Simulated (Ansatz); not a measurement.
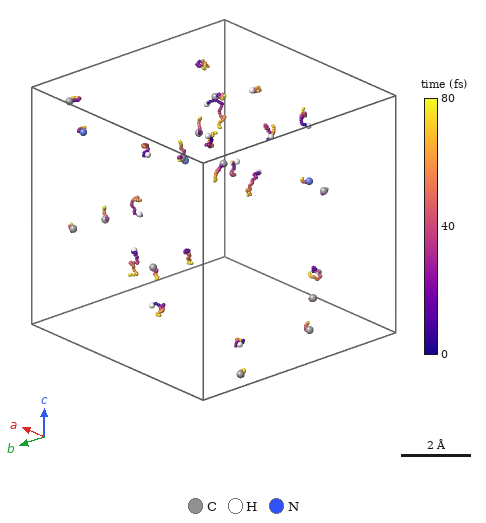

Molecular dynamics of a periodic cell with 3 C2H2 + 3 CH3CN at 0.788 g/cm³, 80 fs long. It starts from the last geometry of an earlier run, with fresh velocities. Dots mark each atom's position at evenly spaced times, coloured by time; spheres stand at the starting positions. Seen from a free direction in the simulation cell.

The calculation used DFT PBE-D3(BJ), scalar-relativistic, plane waves, PAW (Ansatz). Set-up: plane-wave cutoff 420 eV; k-point mesh 1 × 1 × 1; Fermi-Dirac smearing 0.05 eV; low-accuracy preset; constant energy (NVE); velocities drawn for 400 K; time step 0.5 fs; H given the mass 2.014 u.

Describe the motion.

Root-mean-square distances from the starting positions over the second half, with the common drift of all atoms taken out: H 0.51 Å, N 0.37 Å, C 0.32 Å. The heavy atoms stay within a fraction of a molecule's size of their starting places; so short a run doesn't tell a liquid from a solid.

Limits of the set-up: the program's low-accuracy preset was used; masses were changed (H 2.014 u), which shifts the vibrations; the periodic images lie only 7.5 Å apart, so the values are limited by the cell's size.

Cost: 13 min on 1 thread of AMD EPYC (Zen 3) (shared host), peak memory 0.47 GiB.
